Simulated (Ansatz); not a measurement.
**Geometry relaxation, with input and output: CH₇AlO (part 1 of 2)**

The run: geometry relaxation of CH₇AlO. Method and program: RKS PBE0-D4/6-31G* (Ansatz 0.2.0).

The input holds or restrains some coordinates. It belongs to a series of runs on one base structure; here: pulled along the bonds that form and break, towards end A. Figures and captions count atoms from 1; the log counts them from 0 in places.

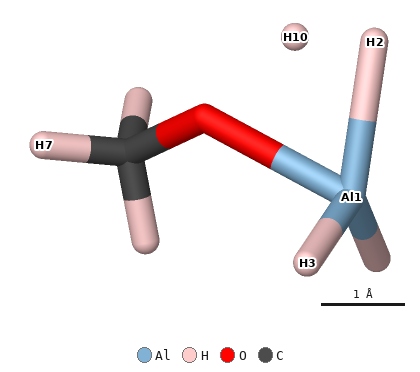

Figure 1. The structure as given in the input (stick view, seen at a tilt; atoms are numbered from 1 in the order of the input). Sticks mark near contacts. Bond lengths as drawn: Al–H 1.56 to 1.91 Å, Al–O 2.08 Å, C–H 1.11 Å and C–O 1.42 Å.

## Results in brief

- outcome: converged under the restraints of the input
- total energy: −9786.5453 eV
- mean-field energy: −9786.4428 eV
- largest force (length of the vector) at the end, held atoms and coordinates included: 0.971 eV/Å
- hardware: 1 thread of Intel Xeon @ 2.90GHz (Ice Lake), 192 GiB of memory available, shared host
- wall time: 29 s
- peak memory: 0.15 GiB

## Input
```yaml
crystal:
  periodic: [false, false, false]
  atoms:
    - { symbol: Al, position_ang: [0.0, 0.0, 0.0] }
    - { symbol: H, position_ang: [0.0, 0.0, 1.91] }
    - { symbol: H, position_ang: [1.351, 0.0, -0.78] }
    - { symbol: H, position_ang: [-1.351, 0.0, -0.78] }
    - { symbol: O, position_ang: [0.0869, -1.972, 0.6559] }
    - { symbol: C, position_ang: [-0.5639, -3.0679, 0.03] }
    - { symbol: H, position_ang: [0.124, -3.9385, -0.0015] }
    - { symbol: H, position_ang: [-1.4738, -3.3367, 0.6062] }
    - { symbol: H, position_ang: [-0.8514, -2.7865, -1.0045] }
    - { symbol: H, position_ang: [0.0439, -0.9965, 1.8084] }
basis:
  gaussian: { orbitals: "6-31G*" }
hamiltonian:
  xc: pbe0
  dispersion: d4
relax:
  f_tol: 0.15
  max_steps: 25
  restrain:
    - { distance: [0, 4], at: 2.98, k: 30.0 }
    - { distance: [9, 1], at: 1.86, k: 30.0 }
    - { distance: [0, 1], at: 1.56, k: 30.0 }
    - { distance: [9, 4], at: 1.01, k: 30.0 }
output:
  orbitals: {}
```

Run as:
```bash
ansatz run input.yaml --threads 1 --pin off --max-ram 2048MiB --backend cpu --events-out ev --progress --plain --runs-dir out
```

## Output
```
The last accepted step is kept in [file] (removed where the run ends without a failure and the disk answers)
Engine: ansatz 0.2.0, x86_64-unknown-linux-gnu
Functional definition: PBE0
  parameter a = 0.25
  parameter kappa = 0.804
  parameter beta = 0.06672455060314922
  exchange = (1 - a)*pbe_x(kappa = kappa, mu = beta*pi^2/3) + a*exact_x
  correlation = pbe_c(beta = beta)
713 factors; integrals over basis functions are off by at most 6.4e-4 eV
mean field evaluation 1: about -9780.6266 eV, gradient 4.7e1 eV
mean field evaluation 2: about -9720.8925 eV, gradient 1.5e2 eV
mean field evaluation 4: about -9785.1353 eV, gradient 8.1e0 eV
mean field evaluation 8: about -9785.2943 eV, gradient 2.2e-1 eV
mean field evaluation 16: about -9785.2945 eV, gradient 4.0e-5 eV
mean field -9785.29445579 eV, -359.6029385394 hartree, gradient 4.0e-5 eV, S^2 0.000000; 0 other end points of the search recorded, 0 dependent functions left out
the calculation of the forces begins
reference -9785.29448632 eV, -359.6029396613 hartree; 17, 17 occupied and 46, 46 virtual orbitals, 713 factors
relax step   1: F+E_penalty+E_count = -9785.42198502 eV  Δ(F+E_penalty+E_count) = +0.000e0 eV  max|allowed force component| = 3.953e0 eV/Å  E_restraint = 28.77087838 eV  max|allowed force component, restraints' pulls added| = 3.469e1 eV/Å  Δτ_max = 0.0000 Å  (24 SCF iters, accepted)
  distance Al 0 - O 4 = 2.0800 Å
  distance H 9 - H 1 = 1.0026 Å
  distance Al 0 - H 1 = 1.9100 Å
  distance H 9 - O 4 = 1.5105 Å
these checks for a lower state are left out or cut short: starts, cluster_reference, orbital_swaps, neighbouring_geometries, increment
713 factors; integrals over basis functions are off by at most 6.8e-4 eV
mean field -9784.84654833 eV, -359.5864782440 hartree, gradient 6.1e-5 eV, S^2 0.000000; 0 other end points of the search recorded, 0 dependent functions left out
[... from here on the field's lines of each further geometry are left out, up to the last ...]
relax step   2: F+E_penalty+E_count = -9784.96716695 eV  Δ(F+E_penalty+E_count) = +4.548e-1 eV  max|allowed force component| = 3.935e0 eV/Å  E_restraint = 13.87184457 eV  max|allowed force component, restraints' pulls added| = 2.419e1 eV/Å  Δτ_max = 0.1950 Å  (28 SCF iters, accepted)
relax step   3: F+E_penalty+E_count = -9785.27701495 eV  Δ(F+E_penalty+E_count) = -3.098e-1 eV  max|allowed force component| = 3.681e0 eV/Å  E_restraint = 4.73298592 eV  max|allowed force component, restraints' pulls added| = 1.319e1 eV/Å  Δτ_max = 0.1948 Å  (27 SCF iters, accepted)
relax step   4: F+E_penalty+E_count = -9785.68611662 eV  Δ(F+E_penalty+E_count) = -4.091e-1 eV  max|allowed force component| = 2.128e0 eV/Å  E_restraint = 0.51353528 eV  max|allowed force component, restraints' pulls added| = 5.099e0 eV/Å  Δτ_max = 0.1948 Å  (26 SCF iters, accepted)
relax step   5: F+E_penalty+E_count = -9786.15750224 eV  Δ(F+E_penalty+E_count) = -4.714e-1 eV  max|allowed force component| = 1.626e0 eV/Å  E_restraint = 0.03978475 eV  max|allowed force component, restraints' pulls added| = 1.001e0 eV/Å  Δτ_max = 0.1948 Å  (26 SCF iters, accepted)
relax step   6: F+E_penalty+E_count = -9786.31413893 eV  Δ(F+E_penalty+E_count) = -1.566e-1 eV  max|allowed force component| = 1.643e0 eV/Å  E_restraint = 0.01345135 eV  max|allowed force component, restraints' pulls added| = 1.569e0 eV/Å  Δτ_max = 0.1935 Å  (27 SCF iters, accepted)
relax step   7: F+E_penalty+E_count = -9786.41185231 eV  Δ(F+E_penalty+E_count) = -9.771e-2 eV  max|allowed force component| = 1.241e0 eV/Å  E_restraint = 0.01131771 eV  max|allowed force component, restraints' pulls added| = 5.937e-1 eV/Å  Δτ_max = 0.1996 Å  (25 SCF iters, accepted)
relax step   8: F+E_penalty+E_count = -9786.46604610 eV  Δ(F+E_penalty+E_count) = -5.419e-2 eV  max|allowed force component| = 8.998e-1 eV/Å  E_restraint = 0.02008986 eV  max|allowed force component, restraints' pulls added| = 2.185e-1 eV/Å  Δτ_max = 0.1909 Å  (25 SCF iters, accepted)
relax step   9: F+E_penalty+E_count = -9786.50123430 eV  Δ(F+E_penalty+E_count) = -3.519e-2 eV  max|allowed force component| = 9.607e-1 eV/Å  E_restraint = 0.01841234 eV  max|allowed force component, restraints' pulls added| = 1.063e-1 eV/Å  Δτ_max = 0.1995 Å  (25 SCF iters, accepted)
relax step  10: F+E_penalty+E_count = -9786.51471596 eV  Δ(F+E_penalty+E_count) = -1.348e-2 eV  max|allowed force component| = 1.018e0 eV/Å  E_restraint = 0.01838421 eV  max|allowed force component, restraints' pulls added| = 2.951e-1 eV/Å  Δτ_max = 0.1955 Å  (24 SCF iters, accepted)
relax step  11: F+E_penalty+E_count = -9786.53001899 eV  Δ(F+E_penalty+E_count) = -1.530e-2 eV  max|allowed force component| = 1.045e0 eV/Å  E_restraint = 0.01705246 eV  max|allowed force component, restraints' pulls added| = 1.796e-1 eV/Å  Δτ_max = 0.2000 Å  (25 SCF iters, accepted)
the calculation of the forces begins
reference -9786.44284411 eV, -359.6451410317 hartree; 17, 17 occupied and 46, 46 virtual orbitals, 713 factors
relax step  12: F+E_penalty+E_count = -9786.54525464 eV  Δ(F+E_penalty+E_count) = -1.524e-2 eV  max|allowed force component| = 8.992e-1 eV/Å  E_restraint = 0.01683568 eV  max|allowed force component, restraints' pulls added| = 8.046e-2 eV/Å  Δτ_max = 0.1936 Å  (25 SCF iters, accepted)
  distance Al 0 - O 4 = 2.9631 Å
  distance H 9 - H 1 = 1.8669 Å
  distance Al 0 - H 1 = 1.5748 Å
  distance H 9 - O 4 = 0.9862 Å
713 factors; integrals over basis functions are off by at most 5.1e-4 eV
mean field evaluation 96: about -9780.7139 eV, gradient 5.5e1 eV
```

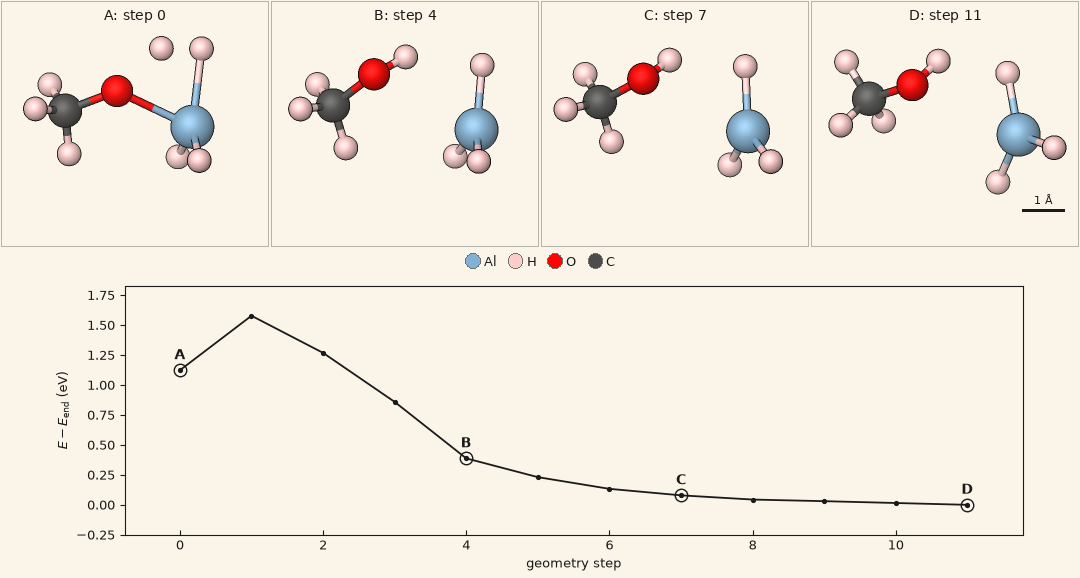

Figure 2. Frames of the restrained relaxation (ball-and-stick view, seen on its broad side) above the curves, on which the letters mark them (the first geometry is step 0 here and step 1 in the log).

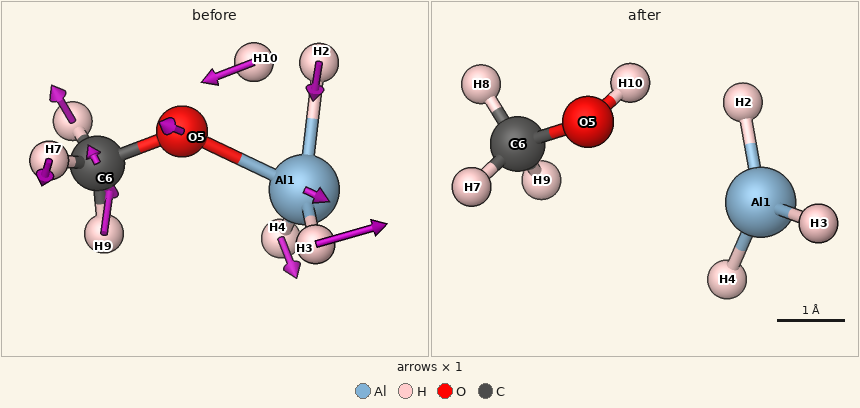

Figure 3. Before (left) and after (right) the restrained relaxation, at one scale (ball-and-stick view, seen on its broad side). The pink arrows give the displacements, at true length. The largest move after the best rigid fit is that of H3, 1.13 Å. Largest moves by element: H 1.13 Å, O 0.55 Å, Al 0.44 Å, C 0.33 Å. Among the contacts that change: Al1–O5 2.080 → 2.963 Å, O5–H10 1.511 → 0.986 Å, Al1–H2 1.910 → 1.575 Å, Al1–H3 1.560 → 1.589 Å. New bonds form: O5–H10 (1.51 → 0.99 Å). Bonds break: Al1–O5 (2.08 → 2.96 Å). Among the angles that change: O5–C6–H9 109.5° → 112.5°, O5–C6–H7 109.5° → 106.7°, O5–C6–H8 109.5° → 111.6°. After 11 geometry steps the energy has fallen by 1.123 eV. Largest force component: 4 eV/Å at the start, 0.9 eV/Å at the end. (Atoms are counted from 1 in the order of the input.)

```
mean field -9786.44281182 eV, -359.6451398453 hartree, gradient 1.6e-5 eV, S^2 0.000000; 1 other end points of the search recorded, 0 dependent functions left out
the calculation of the forces begins
reference -9786.44284411 eV, -359.6451410317 hartree; 17, 17 occupied and 46, 46 virtual orbitals, 713 factors
Total energy: -9786.54528692 eV, -359.6489057358 hartree
Atom 0 at     0.129358     0.393208    -0.160568 Å, force     0.174829    -0.426538    -0.256258 eV/Å
Atom 1 at    -0.396837     0.062663     1.286477 Å, force    -0.202005     0.164014     0.415301 eV/Å
Atom 2 at     1.577745     1.018523    -0.352416 Å, force     0.016031     0.010197     0.001644 eV/Å
Atom 3 at    -0.875377     0.206189    -1.384769 Å, force     0.015668    -0.005874     0.006732 eV/Å
Atom 4 at     0.390147    -2.405166     0.777975 Å, force    -0.292652     0.899161     0.220159 eV/Å
Atom 5 at    -0.666899    -3.228419     0.315617 Å, force     0.045424     0.010250     0.052733 eV/Å
Atom 6 at    -0.225923    -3.942900    -0.383256 Å, force    -0.024043     0.020866    -0.025373 eV/Å
Atom 7 at    -1.130429    -3.790503     1.136783 Å, force    -0.002037    -0.016766     0.012129 eV/Å
Atom 8 at    -1.446388    -2.656881    -0.205944 Å, force    -0.010624    -0.014339    -0.026508 eV/Å
Atom 9 at     0.010303    -1.754814     1.414601 Å, force     0.279410    -0.640972    -0.400559 eV/Å
Dipole moment:    -0.315991    -0.091503     0.096412 e Å
```

## Trajectory as extended XYZ (Å, eV, eV/Å), 12 frames, from step=1 to step=12
```
10
Properties=species:S:1:pos:R:3:forces:R:3 step=1 energy=-9785.42199
Al    0.0000    0.0000    0.0000    0.2688  -3.9532   0.5534
H     0.0000    0.0000    1.9100    0.1894  -0.9281  -0.2539
H     1.3510    0.0000   -0.7800    0.5352   0.8948   0.0609
H    -1.3510    0.0000   -0.7800   -0.6181   0.7011   0.1505
O     0.0869   -1.9720    0.6559    0.1623   2.1343  -0.1032
C    -0.5639   -3.0679    0.0300    0.0816   0.6586   0.6991
H     0.1240   -3.9385   -0.0015   -0.3235   0.2767  -0.0212
H    -1.4738   -3.3367    0.6062    0.2083  -0.1179  -0.3934
H    -0.8514   -2.7865   -1.0045    0.0003  -0.2368   0.3044
H     0.0439   -0.9965    1.8084   -0.5043   0.5705  -0.9967
```
